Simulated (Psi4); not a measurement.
# GeH3F (fluorogermane): CCSD/aug-cc-pVDZ

What is the vertical singlet–triplet gap of GeH3F (fluorogermane) at CCSD/aug-cc-pVDZ? 

Program for the calculation: Psi4 1.11.

## Step 1: The molecule

GeH3F has 5 atoms, charge 0, and is taken as a singlet. As SMILES, `[F][GeH3]`. The shape is that of a PBE0-D4/def2-TZVP optimisation.

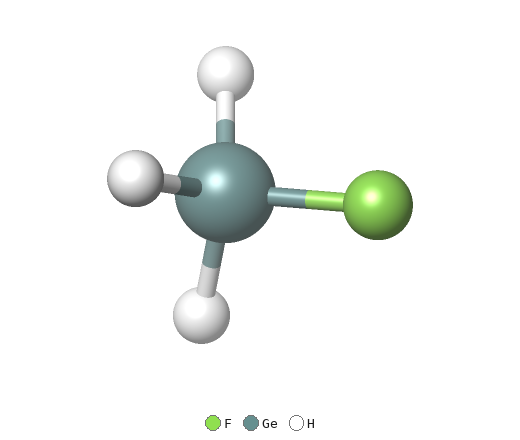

The structure, seen from a chosen angle (fluorine green, germanium teal, hydrogen white).

## Step 2: A single-point energy at CCSD/aug-cc-pVDZ

run.py reads:

```python
import psi4

psi4.set_memory('1600 MB')
psi4.set_num_threads(1)
psi4.core.set_output_file('psi4.out', False)

m = psi4.geometry("""
0 1
F     -1.046500     0.474300     1.162200
Ge     0.068200    -0.041600    -0.072800
H      1.331000    -0.512000     0.658600
H     -0.627800    -1.178000    -0.831200
H      0.325100     1.183600    -0.958100
units angstrom
symmetry c1
""")

psi4.set_options({
    'puream': True,
    'e_convergence': 1e-09,
    'd_convergence': 1e-08,
    'scf_type': 'pk',
    'num_frozen_docc': 10,
})

E = psi4.energy('ccsd/aug-cc-pVDZ', molecule=m)
print(f'ccsd/aug-cc-pVDZ energy: {E:.10f} Eh')
```

On the command line:

```sh
$ python run.py
```

psi4.out:

```text
[...]
  Running in c1 symmetry.
[...]
  Nuclear repulsion =  126.699029936138061
[...]
  Multiplicity = 1
[...]
  Nalpha       = 22
  Nbeta        = 22
[...]
    Number of basis functions: 86
[...]
   @RHF iter   1: -2175.96580233109853   -3.86406e+00   1.33136e-02 ADIIS/DIIS
[...]
   @RHF iter  10: -2176.55824741004108   -5.09317e-11   7.09364e-09 DIIS
[...]
    Orbital Energies [Eh]
    ---------------------
    Doubly Occupied:
       1A   -405.327127     2A    -52.227030     3A    -46.316416
       4A    -46.315865     5A    -46.315864     6A    -26.268042
       7A     -7.247729     8A     -5.224312     9A     -5.221956
      10A     -5.221956    11A     -1.704762    12A     -1.690849
      13A     -1.690848    14A     -1.686006    15A     -1.686005
      16A     -1.531062    17A     -0.765679    18A     -0.627982
      19A     -0.627981    20A     -0.607001    21A     -0.486226
      22A     -0.486193
[...]
  @RHF Final Energy: -2176.55824741004108
   => Energetics <=
    Nuclear Repulsion Energy =            126.6990299361380607
    One-Electron Energy =               -3287.9607747531890709
    Two-Electron Energy =                 984.7034974070095359
    Total Energy =                      -2176.5582474100410764
[...]
 Multipole Moments:
 ------------------------------------------------------------------------------------
     Multipole            Electronic (a.u.)      Nuclear  (a.u.)        Total (a.u.)
 ------------------------------------------------------------------------------------
 L = 1.  Multiply by 2.5417464519 to convert [e a0] to [Debye]
 Dipole X            :          0.3794613            0.2320869            0.6115482
 Dipole Y            :         -0.1750277           -0.1077987           -0.2828264
 Dipole Z            :         -0.4208583           -0.2568343           -0.6776926
 Magnitude           :                                                    0.9556408
[...]
      * MP2 total energy                      = -2176.898852357421219
[...]
      * CCSD total energy                     = -2176.921797112358490
```

Standard output:

```text
ccsd/aug-cc-pVDZ energy: -2176.9217971124 Eh
```

Run time: 32 s. Hardware: 1 thread of Intel Xeon 6975P-C (Granite Rapids), shared host; peak memory 0.51 GiB.

## Step 3: The triplet at the same level

input.dat reads:

```
memory 1600 MB

molecule geom {
  0 3
  F     -1.046500     0.474300     1.162200
  Ge     0.068200    -0.041600    -0.072800
  H      1.331000    -0.512000     0.658600
  H     -0.627800    -1.178000    -0.831200
  H      0.325100     1.183600    -0.958100
  symmetry c1
}

set {
  reference       uhf
  puream          true
  e_convergence   1e-09
  d_convergence   1e-08
  scf_type        pk
  num_frozen_docc 10
  maxiter         100
}

E, wfn = energy("ccsd/aug-cc-pVDZ", return_wfn=True)
```

On the command line:

```sh
$ psi4 input.dat output.dat -n 1
```

output.dat:

```text
[...]
  Running in c1 symmetry.
[...]
  Nuclear repulsion =  126.699029936138061
[...]
  Multiplicity = 3
[...]
  Nalpha       = 23
  Nbeta        = 21
[...]
    Number of basis functions: 86
[...]
   @UHF iter   1: -2175.60026582385944   -3.49852e+00   1.35365e-02 DIIS/ADIIS
[...]
   @UHF iter  36: -2176.26570266764247    2.72848e-12   9.14985e-09 DIIS
[...]
   @S^2 Observed:                2.052615215E+00
[...]
    Orbital Energies [Eh]
    ---------------------
    Alpha Occupied:
       1A   -405.367199     2A    -52.266760     3A    -46.357744
       4A    -46.356024     5A    -46.354943     6A    -26.287343
       7A     -7.289080     8A     -5.271183     9A     -5.262657
      10A     -5.260514    11A     -1.747023    12A     -1.736674
      13A     -1.731273    14A     -1.730703    15A     -1.723333
      16A     -1.558157    17A     -0.845943    18A     -0.683448
      19A     -0.669587    20A     -0.642844    21A     -0.612546
      22A     -0.523535    23A     -0.170610
    Alpha Virtual:
      24A      0.027344    25A      0.048344    26A      0.049067
[...]
  @UHF Final Energy: -2176.26570266764247
   => Energetics <=
    Nuclear Repulsion Energy =            126.6990299361380607
    One-Electron Energy =               -3286.1809231616871330
    Two-Electron Energy =                 983.2161905579064296
    Total Energy =                      -2176.2657026676424721
  UHF NO Occupations:
  HONO-2 :   21  A 1.9763099
  HONO-1 :   22  A 1.0000000
[...]
 Multipole Moments:
 ------------------------------------------------------------------------------------
     Multipole            Electronic (a.u.)      Nuclear  (a.u.)        Total (a.u.)
 ------------------------------------------------------------------------------------
 L = 1.  Multiply by 2.5417464519 to convert [e a0] to [Debye]
 Dipole X            :          0.1428083            0.2320869            0.3748951
 Dipole Y            :         -0.4605786           -0.1077987           -0.5683772
 Dipole Z            :          0.0178558           -0.2568343           -0.2389785
 Magnitude           :                                                    0.7216022
[...]
      * MP2 total energy                      = -2176.608768787934423
[...]
      * CCSD total energy                     = -2176.634446365731492
[...]
```

It took 1.9 min on 1 thread of Intel Xeon 6975P-C (Granite Rapids), shared host; peak memory 0.51 GiB.

## Step 4: Outcome

At CCSD/aug-cc-pVDZ, 10 core orbitals frozen:

| quantity | value |
| --- | --- |
| singlet: total energy | -2176.92180 Eh |
| singlet: HOMO energy (Hartree–Fock orbitals) | -13.23 eV |
| singlet: LUMO energy (Hartree–Fock orbitals) | 1.01 eV |
| singlet: HOMO–LUMO gap (Hartree–Fock orbitals) | 14.24 eV |
| singlet: correlation energy (10 core orbitals frozen) | -363.5 mEh |
| singlet: T1 diagnostic | 0.011 |
| triplet: total energy | -2176.63445 Eh |
| triplet: HOMO energy (Hartree–Fock orbitals) (highest over α and β) | -4.64 eV |
| triplet: correlation energy (10 core orbitals frozen) | -368.7 mEh |
| triplet: ⟨S²⟩ of the reference determinant | 2.053 |
| triplet: T1 diagnostic | 0.055 |
| vertical energy of the triplet above the singlet | 7.819 eV |

What this shows: At this shape the triplet lies 7.82 eV (754 kJ/mol) above the singlet. The T1 diagnostic (triplet) of 0.055 is above the customary mark for such species, so a single reference may not serve.
